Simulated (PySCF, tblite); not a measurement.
# C₁₁H₉BF₂O: excited states

What do calculations give for the excited states of C₁₁H₉BF₂O (`COc1cc2ccc(B(F)F)ccc-2c1`)?

Programs: tblite 0.8.0 and PySCF 2.14.0, with routines of our own; each step states its level. All values are computed. Atoms count from 0.

## Step 1: The starting structure

24 atoms, charge 0, multiplicity 1; geometry from: force field or distance geometry start.

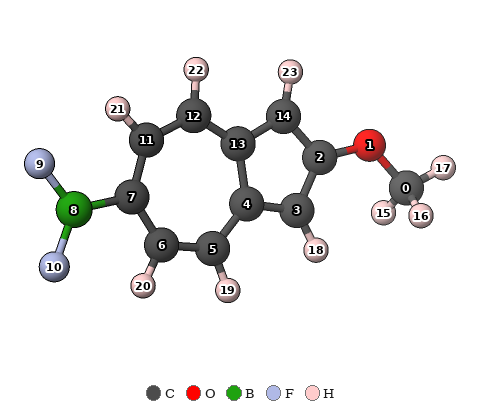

The starting geometry (carbon dark grey, oxygen red, boron green, fluorine light blue, hydrogen pink).

## Step 2: Geometry optimisation with GFN2-xTB

The job: settings as JSON, then the geometry in Å.

```
{"job": {"kind": "relax", "xc": "GFN2-xTB", "basis": "xTB"}, "charge": 0, "multiplicity": 1}
C      4.523100    -0.645800    -0.205600
O      3.643600     0.407000     0.211100
C      2.263600     0.306900     0.161900
C      1.522100    -0.760800    -0.316600
C      0.178400    -0.455800    -0.191000
C     -0.849600    -1.305900    -0.576800
C     -2.211900    -1.054600    -0.496800
C     -2.891500     0.086100    -0.020600
B     -4.477900     0.008700    -0.079800
F     -5.294200     1.121900     0.377700
F     -5.158700    -1.165800    -0.589200
C     -2.353200     1.271500     0.488500
C     -1.022500     1.641900     0.673400
C      0.105200     0.882400     0.360600
C      1.397500     1.321800     0.568400
H      4.351300    -0.853700    -1.270800
H      4.326800    -1.556900     0.395500
H      5.566000    -0.333100    -0.054100
H      1.928000    -1.692700    -0.685800
H     -0.551300    -2.269100    -0.969600
H     -2.818200    -1.878900    -0.847400
H     -3.046600     2.048000     0.800900
H     -0.837500     2.634000     1.094000
H      1.695600     2.262800     0.973500
```

Run with:

```console
> OMP_NUM_THREADS=1 python excited_run.py task.json out
```

The driver reads the jobs from task.json and runs them one after another.

The program printed:

```text
step      E/eV     max force
  0   -1168.06441    3.539
  1   -1168.50995    2.373
  2   -1168.69814    2.463
  3   -1168.77029    0.824
  4   -1168.80533    0.351
  5   -1168.82132    0.273
  6   -1168.82979    0.210
  7   -1168.83446    0.133
  8   -1168.83766    0.136
  9   -1168.84067    0.118
 10   -1168.84272    0.076
 11   -1168.84386    0.063
 12   -1168.84462    0.068
 13   -1168.84546    0.072
 14   -1168.84633    0.061
 15   -1168.84690    0.041
 16   -1168.84713    0.042
 17   -1168.84724    0.042
 18   -1168.84738    0.038
 19   -1168.84757    0.047
 20   -1168.84779    0.048
 21   -1168.84796    0.026
 22   -1168.84807    0.024
 23   -1168.84814    0.025
 24   -1168.84821    0.024
 25   -1168.84829    0.024
 26   -1168.84837    0.016
 27   -1168.84844    0.017
 28   -1168.84851    0.016
 29   -1168.84857    0.016
 30   -1168.84862    0.013
 31   -1168.84866    0.016
 32   -1168.84870    0.020
 33   -1168.84874    0.019
 34   -1168.84877    0.017
 35   -1168.84880    0.015
 36   -1168.84883    0.015
 37   -1168.84887    0.014
 38   -1168.84889    0.010
```

It took 0.46 s on 1 thread of Arm Neoverse V1, shared host; peak memory 0.18 GiB.

The steps of the relaxation: (not every step is listed)

```tsv
step	energy from step 0 (eV)	largest force (eV/Å)
0	0.0000	3.5394
1	-0.4455	2.3731
2	-0.6337	2.4632
3	-0.7059	0.8243
4	-0.7409	0.3513
5	-0.7569	0.2731
6	-0.7654	0.2101
7	-0.7701	0.1328
8	-0.7732	0.1360
10	-0.7783	0.0762
12	-0.7802	0.0680
14	-0.7819	0.0612
16	-0.7827	0.0415
18	-0.7830	0.0382
20	-0.7834	0.0483
22	-0.7837	0.0235
24	-0.7838	0.0238
26	-0.7840	0.0159
28	-0.7841	0.0161
30	-0.7842	0.0127
32	-0.7843	0.0197
33	-0.7843	0.0190
34	-0.7844	0.0172
35	-0.7844	0.0154
36	-0.7844	0.0150
37	-0.7845	0.0137
38	-0.7845	0.0097
```

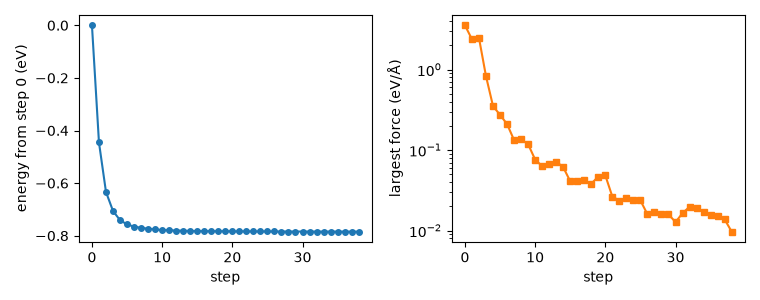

Energy and force, step by step.

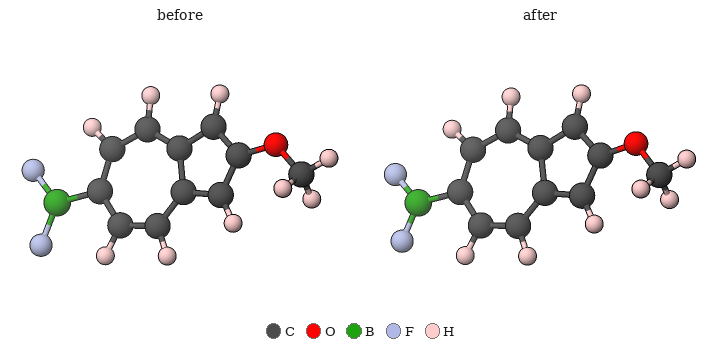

Before and after, at one scale.

Distances of close pairs at the start and the end, largest changes first:

```tsv
bond	before (Å)	after (Å)	change (Å)
B8–F9	1.454	1.323	-0.132
B8–F10	1.450	1.323	-0.127
O1–C2	1.385	1.341	-0.044
C4–C13	1.449	1.487	+0.038
C7–B8	1.589	1.557	-0.032
C0–O1	1.434	1.410	-0.024
C2–C3	1.385	1.401	+0.016
C0–H16	1.109	1.094	-0.015
```

The next job starts from the end point, and lists it.

## Step 3: Infrared spectrum with GFN2-xTB

The job: settings as JSON, then the geometry in Å.

```
{"job": {"kind": "ir", "xc": "GFN2-xTB", "basis": "xTB"}, "charge": 0, "multiplicity": 1}
C      4.434925    -0.635628    -0.201326
O      3.642381     0.444427     0.239033
C      2.311449     0.306344     0.158238
C      1.564981    -0.782259    -0.312481
C      0.212077    -0.470593    -0.203659
C     -0.840801    -1.292518    -0.567801
C     -2.201850    -1.050500    -0.488388
C     -2.896922     0.075465    -0.024916
B     -4.451812     0.009259    -0.079696
F     -5.234108     0.996255     0.324085
F     -5.120300    -1.037820    -0.534000
C     -2.338138     1.261534     0.485172
C     -1.018059     1.623618     0.659037
C      0.131606     0.898665     0.371748
C      1.434444     1.325458     0.573249
H      4.260914    -0.846720    -1.260508
H      4.234098    -1.537156     0.384967
H      5.469548    -0.329792    -0.056480
H      1.952733    -1.707271    -0.695498
H     -0.554719    -2.258169    -0.970417
H     -2.835179    -1.856549    -0.839087
H     -3.066523     2.004184     0.787121
H     -0.844825     2.609078     1.077191
H      1.742345     2.270450     0.976178
```

The program printed:

```text
mode    cm-1     km/mol
  1      41.4      0.06
  2      51.3      0.43
  3      93.1      5.35
  4     110.8      0.75
  5     137.3      0.10
  6     171.8      2.57
  7     173.4      0.35
  8     193.4      0.40
  9     234.4      0.42
 10     262.8      2.24
 11     314.3      1.51
 12     378.6      0.15
 13     384.6      0.45
 14     388.1      6.58
 15     429.8     26.38
 16     466.0     10.96
 17     499.2     57.04
 18     527.7      0.86
 19     600.3     25.57
 20     620.8     46.60
 21     624.3      6.94
 22     625.5     14.33
 23     684.0      0.01
 24     742.0      0.33
 25     768.3     21.96
 26     768.9     24.11
 27     786.2      9.61
 28     818.0     14.41
 29     845.4      0.08
 30     883.7      1.18
 31     924.1      1.59
 32     928.6      0.11
 33     963.7      7.23
 34    1040.2     28.45
 35    1061.6     23.63
 36    1094.1      9.43
 37    1120.8      1.56
 38    1145.1     21.45
 39    1146.6    138.32
 40    1170.5    193.85
 41    1208.2     31.09
 42    1257.7    296.58
 43    1260.7    455.71
 44    1276.8    831.16
 45    1288.1      0.25
 46    1373.0     21.14
 47    1375.6      4.39
 48    1394.4     16.48
 49    1409.5      2.89
 50    1411.0     11.33
 51    1464.8      6.95
 52    1475.0      0.79
 53    1483.9    820.96
 54    1503.4    172.38
 55    1545.5     49.35
 56    1566.2      7.60
 57    1580.9     20.04
 58    2945.5     32.26
 59    2958.1     36.30
 60    3032.0     15.39
 61    3035.3     18.47
 62    3038.4     12.05
 63    3056.6     32.57
 64    3059.9     13.68
 65    3148.3     29.64
 66    3164.2     15.12
```

Wall time 1.6 s (1 thread of Arm Neoverse V1, shared host); peak memory 0.18 GiB.

Which atoms move in the most intense modes:

```tsv
cm⁻¹	km/mol	atoms
499	57.0	B8 52 %, C6 11 %, C11 11 %
1147	138.3	H23 43 %, O1 15 %
1170	193.8	H18 41 %, O1 13 %
1258	296.6	B8 70 %, F9 12 %, F10 12 %
1261	455.7	H21 24 %, H20 23 %, B8 15 %
1277	831.2	B8 45 %, C7 12 %
1484	821.0	C2 32 %, C14 18 %, C6 15 %
1503	172.4	C11 23 %, C2 22 %, C3 14 %, C7 10 %
```

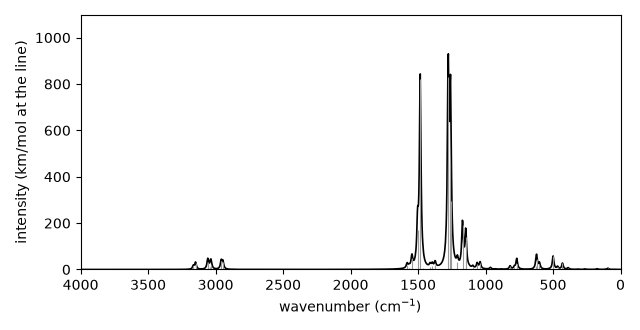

The infrared spectrum from these modes, unscaled. Lines are broadened to a width of 14 cm⁻¹ (Lorentzian).

## Step 4: Excited states: TDA BHandHLYP/def2-SVP

The job, as its differences from that of step 3:

```diff
@@ -1,2 +1,2 @@
-{"job": {"kind": "ir", "xc": "GFN2-xTB", "basis": "xTB"}, "charge": 0, "multiplicity": 1}
+{"job": {"kind": "states", "xc": "BHandHLYP", "basis": "def2-SVP", "tda": true, "soc": true, "nstates": 5, "ntriplets": 4, "nquad": 4}, "charge": 0, "multiplicity": 1}
 C      4.434925    -0.635628    -0.201326
```

Level: TDA BHandHLYP/def2-SVP excited states, vertical, gas phase, spin-orbit mean-field couplings.

The program printed:

```text
coarse grid: 21872 points
cycle   1  E = -723.2966657069  dE =  3.265e+00  |g| = 7.959e-01  |ddm| = 6.181e+00
cycle   2  E = -723.3273622626  dE = -3.070e-02  |g| = 7.775e-01  |ddm| = 1.519e+00
cycle   3  E = -723.4269820132  dE = -9.962e-02  |g| = 9.114e-02  |ddm| = 6.984e-01
cycle   4  E = -723.4278536614  dE = -8.716e-04  |g| = 6.277e-02  |ddm| = 1.771e-01
cycle   5  E = -723.4289061556  dE = -1.052e-03  |g| = 1.697e-02  |ddm| = 9.202e-02
cycle   6  E = -723.4289866982  dE = -8.054e-05  |g| = 4.619e-03  |ddm| = 2.600e-02
cycle   7  E = -723.4289925196  dE = -5.821e-06  |g| = 1.185e-03  |ddm| = 6.250e-03
final grid: 217264 points
cycle   8  E = -723.5159464791  dE = -4.220e-05  |g| = 3.744e-03  |ddm| = 4.149e-02
cycle   9  E = -723.5159467329  dE = -2.538e-07  |g| = 3.768e-03  |ddm| = 8.922e-03
cycle  10  E = -723.5159499056  dE = -3.173e-06  |g| = 7.711e-04  |ddm| = 4.651e-03
cycle  11  E = -723.5159500589  dE = -1.533e-07  |g| = 3.088e-04  |ddm| = 1.226e-03
cycle  12  E = -723.5159500948  dE = -3.590e-08  |g| = 1.419e-04  |ddm| = 5.888e-04
cycle  13  E = -723.5159501041  dE = -9.348e-09  |g| = 4.083e-05  |ddm| = 2.394e-04
cycle  14  E = -723.5159501080  dE = -3.826e-09  |g| = 2.461e-05  |ddm| = 2.128e-04
cycle  15  E = -723.5159501090  dE = -1.019e-09  |g| = 1.063e-05  |ddm| = 1.286e-04
cycle  16  E = -723.5159501091  dE = -1.212e-10  |g| = 2.980e-06  |ddm| = 4.691e-05
converged SCF energy = -723.5159501091

Singlet excitations
state   eV       nm        f     d(h-e)  d(exc)  Lambda  PR(NTO)  |dmu|/D   mu/D   main configurations
  1   2.6292   471.6   0.01204   0.974   3.434   0.615   1.115    2.015    5.234   H->L 0.91
  2   3.6893   336.1   0.11621   1.169   3.649   0.809   1.871    2.847    6.132   H-1->L 0.63, H->L+1 0.34
  3   4.9142   252.3   0.10632   0.929   3.514   0.700   1.553    2.082    5.432   H-1->L+1 0.75, H-2->L 0.17
  4   5.7967   213.9   2.61811   1.455   3.646   0.796   2.077    1.032    4.378   H->L+1 0.57, H-1->L 0.30
  5   6.3657   194.8   0.31867   0.432   3.304   0.685   1.755                     H-2->L 0.70, H-1->L+1 0.12

Triplet excitations (Tamm-Dancoff)
state   eV     d(h-e)  d(exc)  Lambda  PR(NTO)   main configurations
  1   2.0040   0.888   3.443   0.623   1.028   H->L 0.91
  2   2.2097   0.663   3.420   0.785   1.214   H-1->L 0.79, H->L+1 0.08
  3   2.8705   0.796   3.332   0.826   1.287   H->L+1 0.86, H-1->L 0.11
  4   3.7517   0.867   3.514   0.702   1.051   H-1->L+1 0.96
S1 - T1 = 0.6251 eV

Spin-orbit couplings |<S|Hso|T>| (cm-1)
             T1       T2       T3       T4
S0        0.033    0.019    0.003    0.022
S1        0.001    0.004    0.016    0.001
S2        0.003    0.002    0.001    0.012
S3        0.003    0.006    0.007    0.001
S4        0.026    0.008    0.003    0.023
S5        0.017    0.023    0.012    0.001
T1 sublevels (cm-1): 0.000 0.000 0.000   radiative rates (1/s): 2.99e-06 1.74e-07 0.000409
```

It took 1.7 min on 1 thread of Arm Neoverse V1, shared host; peak memory 1.2 GiB.

Key values:

```tsv
quantity	value
S1 less T1	0.63 eV
```

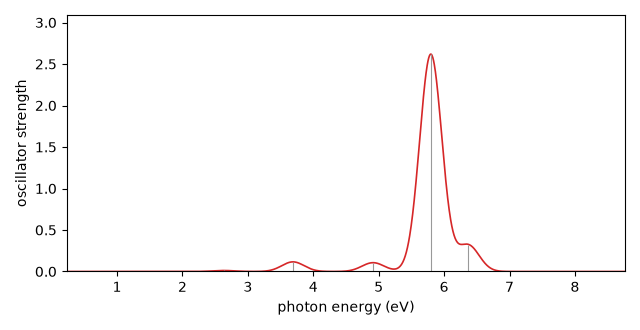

Absorption lines of the singlets. Lines are broadened to a width of 0.40 eV (Gaussian).

## Step 5: Results

| quantity | value |
| --- | --- |
| strongest single infrared mode (GFN2-xTB) | 1277 cm⁻¹, 831 km/mol |
| zero-point energy (GFN2-xTB) | 108.0 kcal/mol |
| S1 less T1 (step 4, TDA BHandHLYP/def2-SVP) | 0.63 eV |

**Reading.** No mode is imaginary among the 66: a minimum at this level. The strongest single mode, at 1277 cm⁻¹, is spread over many atoms; the largest shares are those of B8, C7. GFN2-xTB is a fitted tight-binding method: band positions and strengths are rough. Its intensities can rank the bands wrongly. In step 4, the number of triplets below S1 is 2, and the largest singlet-triplet spin-orbit coupling is S0–T1, 0.03 cm⁻¹.
